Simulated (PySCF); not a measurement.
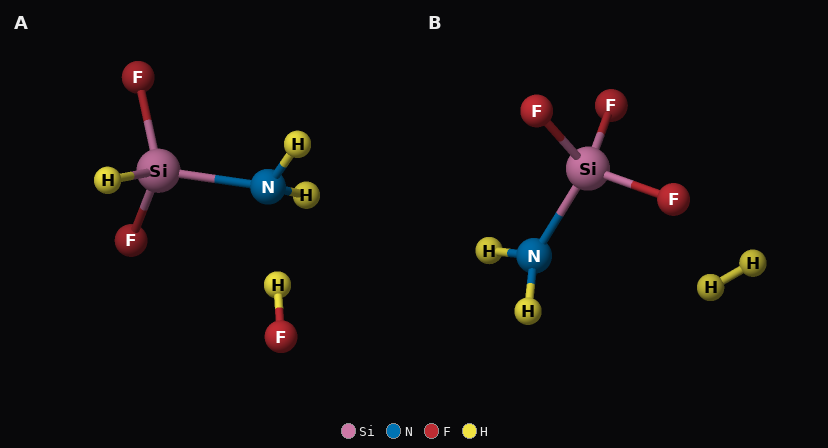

2 stationary structures of one formula. Geometries: PBE0-D4/def2-TZVP. Electronic energies: CCSD(T)/CBS (MP2 limit from def2-TZVPP and def2-QZVPP plus CCSD(T) − MP2) (PySCF 2.14.0), without zero-point energy. No frequency run is at hand to confirm each as a minimum. Each is one conformer, not always the lowest.

Which structure is the most stable?

Answer. B is lowest; A lies 105.4 kJ/mol above it.
